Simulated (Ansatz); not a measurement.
**Fields on a plane of Y(AlSi)2 (space group P-3m1)**

```
Y(AlSi)2
1.0
    4.17029     0.00000     0.00000
   -2.08514     3.61157     0.00000
    0.00000     0.00000     6.51056
Y Al Si
1 2 2
Cartesian
  0.00000   0.00000   0.00000
  2.08514   1.20386   2.31212
  0.00000   2.40772   4.19844
  2.08514   1.20386   4.83577
  0.00000   2.40772   1.67479
```

The slice is a (-1 1 0 2) plane (indices of the conventional cell) through the point (0.667, 0.333, 0.743) (fractional), spanned by u = [110] and v = [1 -1 1] in vectors of this cell: u (4.17 Å) and v (9.72 Å, at 90° to u). It covers one period; positions are fractions (u, v).

Atoms on it: Si at (0.00, 0.00). Other atoms lie within 1 Å of the plane.

Calculation: PBEsol (plane waves to 420 eV, PAW, scalar-relativistic; Ansatz, a first-principles code). k mesh 13×13×7. Inside the PAW spheres the values are not all-electron values, and peaks at nuclei hang on which shells count as valence. Y(AlSi)2 is run without spin polarisation. Y(AlSi)2 was relaxed with its symmetry unable to fall.

```
|==++++==--::--==++++|
|++++==--::..::--==++|
|====--::..  ..::--==|
|==--::..      ..::--|
|==--::..      ..::--|
|====--..      ..--==|
|++==--::......::--==|
|++++==----::----==++|
|++++++==------==++++|
|++++++====--====++++|
|++++++==--::--==++++|
|========------======|
|--------------------|
|==------------------|
|##**==--::--::--==**|
|@@@@**--::::::--**@@|
|@@@@**--::::::--**@@|
|@@%%++--::::::--++%%|
|**++--::::::::::--++|
|==--::::::::::::::--|
|====----::::::----==|
|++++====------====++|
|==++++==------==++++|
|  ==++==------==++==|
```
Scale: ten equal steps from -1.56 (start of ' ') to 0.56 (end of '@'), in the order ' .:-=+*#%@'. Values: log₁₀ of the valence density in e/Å³. The map has 10 points along u (two characters each, u = 0 at the left) and 24 along v (v = 0 in the bottom row). The scale is logarithmic, as a density can span decades between atoms and voids.

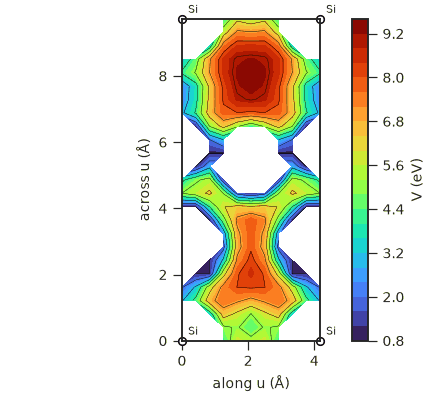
Figure: Electrostatic potential energy of an electron, from the cell's mean, in eV, one period of the plane, atoms marked. Points within 1 Å of a nucleus are left white, as the pseudised field means little there. Values under 1 eV are set to 1. The zero, the cell's mean, hangs on the PAW cores.
